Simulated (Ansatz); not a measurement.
# AlH2ClO (SMILES [OH][AlH][Cl]) at BHLYP/STO-3G

What is the vertical ionisation energy of AlH2ClO at BHLYP/STO-3G? 

Program for the calculation: Ansatz 0.2.0.

77 further runs of the same task are left out: 5 that didn't finish, 72 set aside as unsound or not needed.

## (1) The structure to begin with

AlH2ClO: 5 atoms, total charge 0, spin state singlet. As SMILES, `[OH][AlH][Cl]`. Geometry: relaxed at PBE0-D4/def2-TZVP. This is one conformer, not always the lowest.

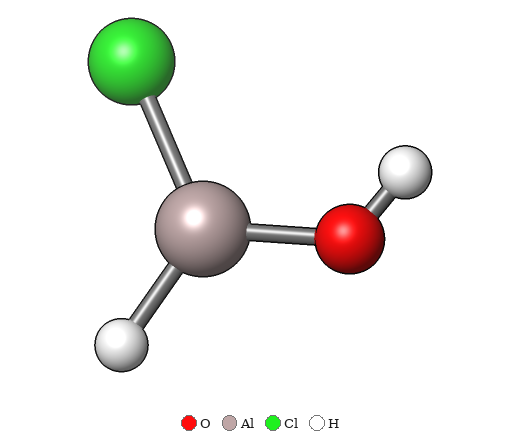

The structure, seen from a chosen angle (oxygen red, aluminium light grey, chlorine green, hydrogen white).

## (2) The energy at BHLYP/STO-3G

in.yaml

```yaml
crystal:
  periodic: [false, false, false]
  atoms:
    - {symbol: O, position_ang: [-1.110100, 0.370900, -0.514400]}
    - {symbol: Al, position_ang: [0.431000, 0.184900, 0.137500]}
    - {symbol: Cl, position_ang: [1.114900, -1.725400, 0.662800]}
    - {symbol: H, position_ang: [-1.719500, -0.349100, -0.669500]}
    - {symbol: H, position_ang: [1.333500, 1.445000, 0.342200]}
basis:
  gaussian: {orbitals: STO-3G}
hamiltonian: {xc: {name: BHLYP}}
accuracy: high
```

The run is started by

```
$ ansatz run in.yaml --threads 1 --pin off --max-ram 2610MiB --events-out events.jsonl --progress --plain --runs-dir runs
```

Log:

```text
Warning: RAYON_NUM_THREADS=1 ignored (pool sized by the plan → 1); use --threads N
Functional definition: BHLYP
  name "BHLYP"
  parameter a = 0.5
  exchange = (1 - a)*b88_x + a*exact_x
  correlation = lyp_c
456 factors; integrals over basis functions are off by at most 1.7e-8 eV
mean field evaluation 1: about -20954.6678 eV, gradient 2.7e1 eV
mean field evaluation 2: about -20955.5089 eV, gradient 2.5e1 eV
mean field evaluation 4: about -20957.2984 eV, gradient 3.1e-1 eV
mean field evaluation 8: about -20957.2975 eV, gradient 6.6e-3 eV
mean field evaluation 16: about -20957.2975 eV, gradient 2.2e-8 eV
mean field -20957.29753361 eV, -770.1664789935 hartree, gradient 2.2e-8 eV, S^2 0.000000; 0 other end points of the search recorded, 0 dependent functions left out
reference -20957.29755305 eV, -770.1664797079 hartree; 20, 20 occupied and 5, 5 virtual orbitals, 456 factors
Total energy: -20957.29755305 eV, -770.1664797079 hartree
```

Run time: 0.52 s. Hardware: 1 thread of AMD EPYC 9R45 (Zen 5), shared host.

## (3) The doublet cation at the same level

job.yaml

```yaml
crystal:
  periodic: [false, false, false]
  atoms:
    - {symbol: O, position_ang: [-1.110100, 0.370900, -0.514400]}
    - {symbol: Al, position_ang: [0.431000, 0.184900, 0.137500]}
    - {symbol: Cl, position_ang: [1.114900, -1.725400, 0.662800]}
    - {symbol: H, position_ang: [-1.719500, -0.349100, -0.669500]}
    - {symbol: H, position_ang: [1.333500, 1.445000, 0.342200]}
basis:
  gaussian:
    orbitals: STO-3G
total_charge: 1
magnetization:
  spin_polarized: true
  initial_magnetization: 1
hamiltonian:
  xc: {name: BHLYP}
accuracy: high
```

The run is started by

```
$ ansatz run job.yaml --threads 1 --pin off --max-ram 2610MiB --events-out events.jsonl --progress --plain --runs-dir runs
```

Log:

```text
Warning: RAYON_NUM_THREADS=1 ignored (pool sized by the plan → 1); use --threads N
[... 5 set-up lines as earlier in the session ...]
456 factors; integrals over basis functions are off by at most 1.7e-8 eV
mean field evaluation 1: about -20939.5747 eV, gradient 2.8e1 eV
mean field evaluation 2: about -20919.7639 eV, gradient 7.2e1 eV
mean field evaluation 4: about -20946.7861 eV, gradient 1.6e1 eV
mean field evaluation 8: about -20948.5824 eV, gradient 5.5e-1 eV
mean field evaluation 16: about -20948.5903 eV, gradient 1.1e-3 eV
mean field evaluation 32: about -20948.8477 eV, gradient 3.1e-7 eV
mean field -20948.84765608 eV, -769.8559517220 hartree, gradient 1.5e-8 eV, S^2 0.756554; 6 other end points of the search recorded, 0 dependent functions left out
reference -20948.84767550 eV, -769.8559524357 hartree; 20, 19 occupied and 5, 6 virtual orbitals, 456 factors
Total energy: -20948.84767550 eV, -769.8559524357 hartree
```

Wall time 1.4 s (1 thread of AMD EPYC 9R45 (Zen 5), shared host); peak memory 0.17 GiB.

## (4) What came out

Level: BHLYP/STO-3G.

| quantity | value |
| --- | --- |
| singlet AlH2ClO: total energy | -770.16648 Eh |
| doublet cation: total energy | -769.85595 Eh |
| doublet cation: ⟨S²⟩ | 0.757 |
| vertical ionisation energy (to the doublet cation) | 8.450 eV |

What this shows: The vertical ionisation energy comes to 8.45 eV (195 kcal/mol). In a minimal basis such a difference can be off by several eV, whatever the method.
